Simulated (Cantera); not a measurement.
Feed: 1 mol CH3SiH3, 0.26 mol C2H2, 1.8 mol H2, held at 4.70 mbar.

Method: chemical equilibrium by Gibbs-energy minimisation in Cantera with the NASA 1993 tables (ideal gas, pure condensed phases). Candidate condensed phases: C, C6H6, C7H8, C8H18, Si, SiC; 87 gas species. The feed counts by its element totals alone. Gases not in the tables: Si2H6 and higher silanes. The numbers say what is thermodynamically allowed, not how fast it happens.

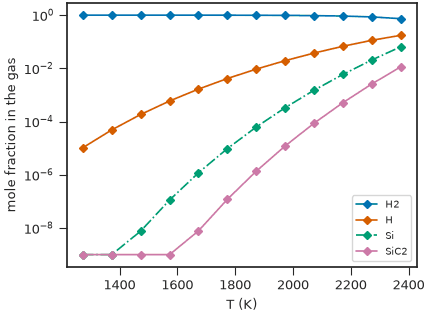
Fig. 1. Equilibrium gas composition (values under 1e-9 drawn at 1e-9)

From 1273 K to 2373 K the condensed part is C(graphite) + SiC(s).
